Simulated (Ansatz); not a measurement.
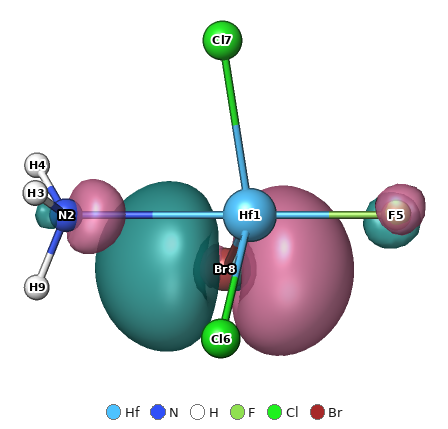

BrCl2FH3HfN. One frontier orbital at ±0.15 Å⁻³ᐟ² (teal and pink are the two phases), seen from one side.

Core potentials replace the inner electrons of Hf.

Level of theory: Ansatz, RKS LDA/def2-SVP.

```xyz
9

Hf    0.4711    0.4059    0.0323
N    -0.3069    0.4437    2.2837
H    -1.2055   -0.0545    2.3928
H     0.3674   -0.0011    2.9281
F     1.0799    0.3722   -1.7642
Cl   -1.5547    1.5465   -0.3041
Cl    0.3921   -1.9107    0.4122
Br    2.3757    1.6812    1.0341
H    -0.4521    1.4090    2.6226
```

Question: Which orbital is it: HOMO or LUMO?

Answer: The HOMO, at −7.47 eV. Its weight (Hirshfeld) is mainly on Br8 (about 80 %); largely a lone pair of Br8.
